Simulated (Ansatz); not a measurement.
# F2HOSi2 (charge +1): what the fields show

```xyz
6

F     2.2945    0.9122    1.4916
F    -0.9983    0.6740   -1.6848
O     0.2779   -0.2053    0.5247
Si   -0.2256   -0.4498   -0.9231
Si    0.9575    0.2909    2.1203
H    -0.0747   -1.7035   -1.6505
```

Geometry: B3LYP-D3(BJ)/6-311G**.

Theory: isolated molecule in a Gaussian basis; Kohn-Sham density functional theory, functional PBE0 in Ansatz.

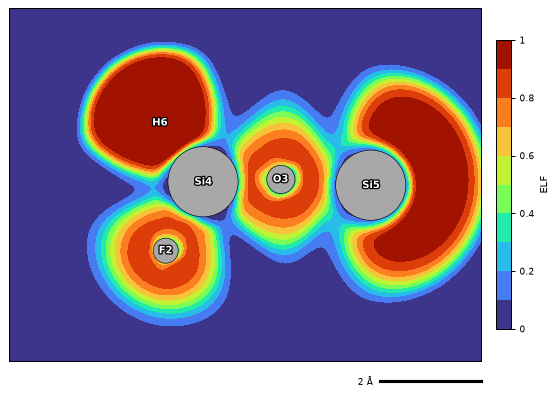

Figure 1. Electron localisation function on the plane of atoms O3, Si4 and H6. Grey discs cover the atomic cores.

### Describe what can be read from this map.

- The section cuts through F, O, Si and H sites.
- Si–O (1.55 Å): the ELF peaks at about 0.80 between the atoms, as expected for a polar covalent bond.
- Si–F (1.56 Å): the ELF peaks at about 0.85 in the valence shell of F, 0.6 Å from its nucleus, and is about 0.50 at the midpoint.
- Si–H (1.46 Å): the ELF climbs to about 1 towards the hydrogen, as it does in any bond to H.
- The ELF also peaks beside F2, Si5 and O3, away from the bonds: lone-pair regions.

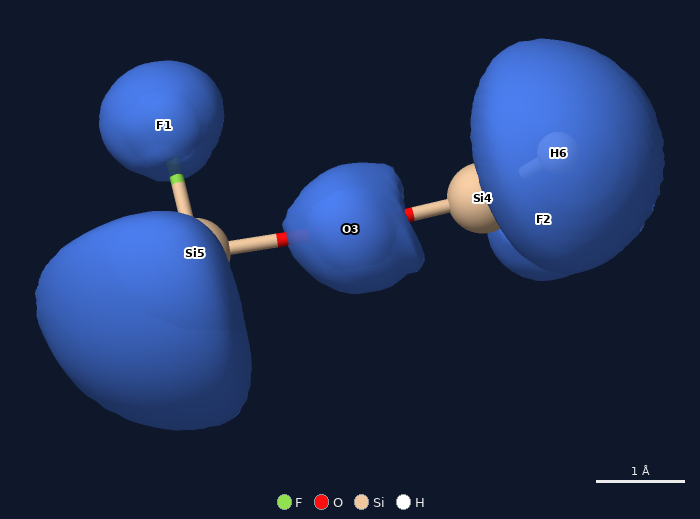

Figure 2. Isosurface of the electron localisation function at 0.8 (blue), seen from one side. Core shells and regions of very low density are left out.

### Where are the electrons localised?

The ELF exceeds this value in one region around a hydrogen nucleus, one lobe on Si, pointing away from the bonds (lone pairs), two regions wrapped around F (its lone pairs, merged into a ring or cap) and one region wrapped around O (its lone pairs, merged into a ring or cap).

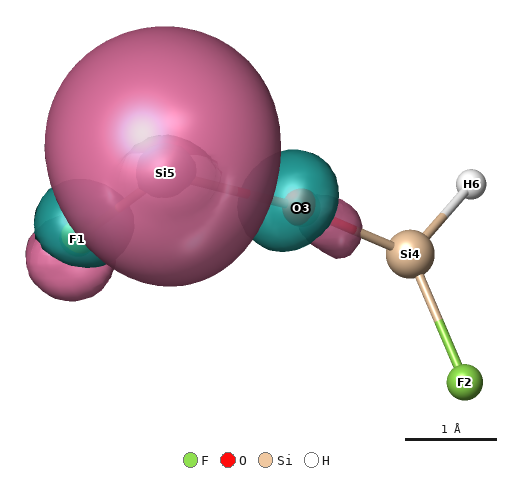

Figure 3. One frontier orbital at ±0.15 Å⁻³ᐟ² (teal and pink are the two phases), seen at a tilt.

### Which orbital is it: HOMO or LUMO?

The HOMO, at −13.38 eV. It lies mainly on Si5 (about 80 %), F1 (about 10 %) and O3 (about 5 %).
